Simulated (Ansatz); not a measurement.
# A ladder of methods for SnH2 (SMILES [H][Sn][H])

SnH2 has 3 atoms, charge 0, and is taken as a singlet. As SMILES, `[H][Sn][H]`. Geometry: a GFN2-xTB relaxation, a rough one for these elements and not checked as a minimum.

```tsv
atom	x (Å)	y (Å)	z (Å)
Sn	0.0052	-0.0089	-0.8701
H	1.2365	-0.0178	0.4428
H	-1.2416	0.0266	0.4273
```

Quantity: the electronic atomisation energy, in eV. The values are calculated. Electronic energies at fixed atoms, without zero-point motion or spin-orbit coupling.

| level | kind | program | value (eV) | less CCSDT/STO-3G |
| --- | --- | --- | --- | --- |
| HF/STO-3G | Hartree–Fock | Ansatz | 6.35 | -1.08 |
| revPBE/STO-3G | GGA | Ansatz | 8.42 | +0.99 |
| r2SCAN/STO-3G | meta-GGA | Ansatz | 8.49 | +1.06 |
| BHLYP/STO-3G | global hybrid | Ansatz | 8.30 | +0.87 |
| CAM-B3LYP/STO-3G | range-separated hybrid | Ansatz | 8.58 | +1.15 |
| HSE06/STO-3G | range-separated hybrid | Ansatz | 8.27 | +0.84 |
| B2PLYP/STO-3G | double hybrid | Ansatz | 8.11 | +0.68 |
| MP2/STO-3G | perturbation theory | Ansatz | 7.05 | -0.38 |
| CCSD/STO-3G | coupled cluster or CI | Ansatz | 7.43 | 0.00 |
| CCSDT/STO-3G | coupled cluster or CI | Ansatz | 7.43 | 0.00 |

CCSDT/STO-3G is the highest level here, not the true value. All-electron rows without a relativistic Hamiltonian named are non-relativistic. The values span 6.35 to 8.58 eV. All rows use very small basis sets, so even the best lies far from the true value. In the correlated wave-function rows the outer d shell of Sn is correlated, in sets not made for it.

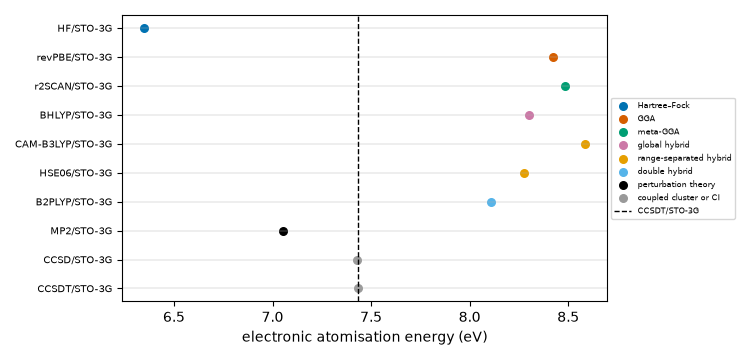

The values of the table, level by level.
